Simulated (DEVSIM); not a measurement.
Structure: Schottky contact on n-type InP, at 250 K.

```tsv
layer (left to right)	material	thickness (μm)	Nd (cm⁻³)	τn (s)	τp (s)
1	InP	2.20	1.3e17	6.6e-10	6.6e-10
```

Left contact: Schottky, work function 5.04 eV, emission velocity 1.9e6 cm/s. Right contact: ohmic. Voltage is applied to the left contact. Recombination: SRH at mid-gap, Auger. Mobility is μmin + (μ − μmin)/(1 + (N/Nref)^α).

Constants are typed, rounded textbook-type inputs, not results; the design itself was drawn at random and stands for no fabricated device. Values at 300 K; Nc and Nv go as T^1.5, mobilities as T to minus their exponent, the gap by Varshni's rule with the affinity fixed.

| parameter | InP |
|---|---|
| gap (eV) | 1.344 |
| affinity (eV) | 4.38 |
| permittivity | 12.5 |
| Nc (cm⁻³) | 5.7e17 |
| Nv (cm⁻³) | 1.1e19 |
| μn (cm²/Vs) | 5200 |
| μp (cm²/Vs) | 170 |
| μn,min | 400 |
| μp,min | 10 |
| Nref,n | 3e17 |
| Nref,p | 4.9e17 |
| αn | 0.47 |
| αp | 0.62 |
| T exponent of μn | 2 |
| T exponent of μp | 2 |
| Cn (cm⁶/s) | 9e-31 |
| Cp (cm⁶/s) | 9e-31 |
| Varshni α (eV/K) | 0.000363 |
| Varshni β (K) | 162 |

Simulated with DEVSIM: 1D drift-diffusion, Boltzmann statistics, complete ionisation; no tunnelling, impact ionisation, image-force lowering or self-heating. Metal contacts follow the ideal Schottky-Mott rule: no Fermi-level pinning, no interface dipoles.

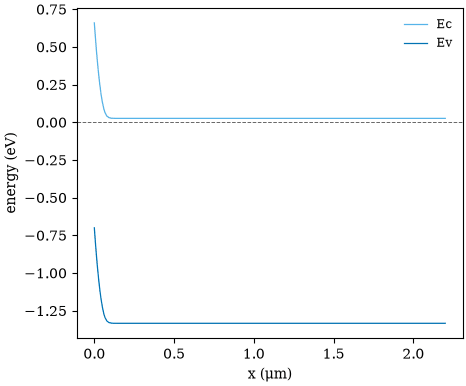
*Band edges at zero bias*

Energies count from the Fermi level of the right contact; mesh points crowd at the junctions.

```json
[
 {"x (μm)": "0.000", "Ec (eV)": "0.660", "Ev (eV)": "-0.700", "n (cm⁻³)": "21000", "p (cm⁻³)": "66000", "field (V/cm)": "-150000"},
 {"x (μm)": "0.009238", "Ec (eV)": "0.528", "Ev (eV)": "-0.832", "n (cm⁻³)": "10000000", "p (cm⁻³)": "140", "field (V/cm)": "-130000"},
 {"x (μm)": "0.02385", "Ec (eV)": "0.351", "Ev (eV)": "-1.008", "n (cm⁻³)": "3.6e10", "p (cm⁻³)": "< 1e2", "field (V/cm)": "-110000"},
 {"x (μm)": "0.04205", "Ec (eV)": "0.188", "Ev (eV)": "-1.172", "n (cm⁻³)": "7.1e13", "p (cm⁻³)": "< 1e2", "field (V/cm)": "-73000"},
 {"x (μm)": "0.07877", "Ec (eV)": "0.041", "Ev (eV)": "-1.319", "n (cm⁻³)": "6.4e16", "p (cm⁻³)": "< 1e2", "field (V/cm)": "-13000"},
 {"x (μm)": "0.1234", "Ec (eV)": "0.026", "Ev (eV)": "-1.333", "n (cm⁻³)": "1.3e17", "p (cm⁻³)": "< 1e2", "field (V/cm)": "-260"},
 {"x (μm)": "0.1791", "Ec (eV)": "0.026", "Ev (eV)": "-1.334", "n (cm⁻³)": "1.3e17", "p (cm⁻³)": "< 1e2", "field (V/cm)": "≈ 0"},
 {"x (μm)": "0.2913", "Ec (eV)": "0.026", "Ev (eV)": "-1.334", "n (cm⁻³)": "1.3e17", "p (cm⁻³)": "< 1e2", "field (V/cm)": "≈ 0"},
 {"x (μm)": "0.4102", "Ec (eV)": "0.026", "Ev (eV)": "-1.334", "n (cm⁻³)": "1.3e17", "p (cm⁻³)": "< 1e2", "field (V/cm)": "≈ 0"},
 {"x (μm)": "0.5981", "Ec (eV)": "0.026", "Ev (eV)": "-1.334", "n (cm⁻³)": "1.3e17", "p (cm⁻³)": "< 1e2", "field (V/cm)": "≈ 0"},
 {"x (μm)": "0.8323", "Ec (eV)": "0.026", "Ev (eV)": "-1.334", "n (cm⁻³)": "1.3e17", "p (cm⁻³)": "< 1e2", "field (V/cm)": "≈ 0"},
 {"x (μm)": "1.266", "Ec (eV)": "0.026", "Ev (eV)": "-1.334", "n (cm⁻³)": "1.3e17", "p (cm⁻³)": "< 1e2", "field (V/cm)": "≈ 0"},
 {"x (μm)": "1.555", "Ec (eV)": "0.026", "Ev (eV)": "-1.334", "n (cm⁻³)": "1.3e17", "p (cm⁻³)": "< 1e2", "field (V/cm)": "≈ 0"},
 {"x (μm)": "1.738", "Ec (eV)": "0.026", "Ev (eV)": "-1.334", "n (cm⁻³)": "1.3e17", "p (cm⁻³)": "< 1e2", "field (V/cm)": "≈ 0"},
 {"x (μm)": "1.911", "Ec (eV)": "0.026", "Ev (eV)": "-1.334", "n (cm⁻³)": "1.3e17", "p (cm⁻³)": "< 1e2", "field (V/cm)": "≈ 0"},
 {"x (μm)": "1.997", "Ec (eV)": "0.026", "Ev (eV)": "-1.334", "n (cm⁻³)": "1.3e17", "p (cm⁻³)": "< 1e2", "field (V/cm)": "≈ 0"},
 {"x (μm)": "2.066", "Ec (eV)": "0.026", "Ev (eV)": "-1.334", "n (cm⁻³)": "1.3e17", "p (cm⁻³)": "< 1e2", "field (V/cm)": "≈ 0"},
 {"x (μm)": "2.109", "Ec (eV)": "0.026", "Ev (eV)": "-1.334", "n (cm⁻³)": "1.3e17", "p (cm⁻³)": "< 1e2", "field (V/cm)": "≈ 0"},
 {"x (μm)": "2.150", "Ec (eV)": "0.026", "Ev (eV)": "-1.334", "n (cm⁻³)": "1.3e17", "p (cm⁻³)": "< 1e2", "field (V/cm)": "≈ 0"},
 {"x (μm)": "2.172", "Ec (eV)": "0.026", "Ev (eV)": "-1.334", "n (cm⁻³)": "1.3e17", "p (cm⁻³)": "< 1e2", "field (V/cm)": "≈ 0"},
 {"x (μm)": "2.187", "Ec (eV)": "0.026", "Ev (eV)": "-1.334", "n (cm⁻³)": "1.3e17", "p (cm⁻³)": "< 1e2", "field (V/cm)": "≈ 0"},
 {"x (μm)": "2.200", "Ec (eV)": "0.026", "Ev (eV)": "-1.334", "n (cm⁻³)": "1.3e17", "p (cm⁻³)": "< 1e2", "field (V/cm)": "≈ 0"}
]
```
